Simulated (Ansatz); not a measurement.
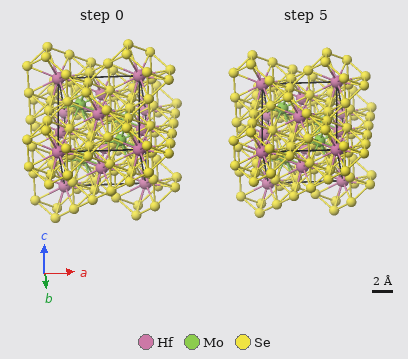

The structure of a crystal of HfMoSe$_{4}$ (a generated structure, set up in F-43m) (coarse preliminary run) before (left) and after (right) a relaxation, at one scale.

Style: ball-and-stick. Shown: the conventional cell (4 times the calculation's cell), from a free direction. Lengths and directions refer to the drawn axes.

The calculation used DFT PBE, scalar-relativistic, plane waves, PAW (Ansatz).

Input file:
```yaml
crystal:
  lattice:
    - [0.0, 4.23744843, 4.23744843]
    - [4.23744843, 0.0, 4.23744843]
    - [4.23744843, 4.23744843, 0.0]
  atoms:
    - { symbol: Hf, position: [0.0, 0.0, 0.0] }
    - { symbol: Mo, position: [0.25, 0.25, 0.25], spin: 1.0 }
    - { symbol: Se, position: [0.62514974, 0.62514974, 0.12455079] }
    - { symbol: Se, position: [0.62514974, 0.62514974, 0.62514974] }
    - { symbol: Se, position: [0.12455079, 0.62514974, 0.62514974] }
    - { symbol: Se, position: [0.62514974, 0.12455079, 0.62514974] }
basis:
  ecutwfc: 420
kpoints:
  mp_grid: { grid: [4, 4, 4] }
hamiltonian:
  xc: pbe
scf:
  occupations: { method: gaussian, width: 0.1 }
  lower_state_search: "off"
output:
  forces: true
  stress: true
  eigenvalues: true
  populations: true
magnetization:
  spin_polarized: true
relax:
  adjacent_minimum: "off"
  f_tol: 0.04
  max_steps: 70
  cell: { stress_tol: 0.4 }
```

Launched with:
```bash
ansatz run input.yaml --threads 1 --pin off --max-ram 2560MiB --backend cpu --events-out ev --progress --plain --runs-dir out
```

**Describe what moved and what it gained.**

The largest moves relative to the cell, 0.005 Å, are those of Se3, Se4, Se5 and Se6. Se4 goes along [−1 1 −1]. Mo and Hf stay in place. The drawn cell changes as follows: a = b = c 8.475 → 7.809 Å (−7.9 %); the volume changes by −21.8 %. Near-neighbour distances that change, for instance: Mo2–Se3 3.514 → 3.237 Å, Hf1–Se3 3.513 → 3.238 Å, Se3–Se4 3.000 → 2.756 Å. The space group stays F-43m (No. 216). After 4 accepted moves (5 points after the start) the energy has fallen by 1.109 eV per cell of the calculation. The largest force component goes from 0.013 to 0.021 eV/Å. The pressure goes from −8.76 to 0.05 GPa. At 1 point the geometry stayed and the basis and grid were re-selected for the new cell (energy shift of 3.1 meV per cell of the calculation at most each time). The run took 2.7 min on 1 thread of Arm Neoverse V1, on a shared host, peak memory 0.51 GiB.
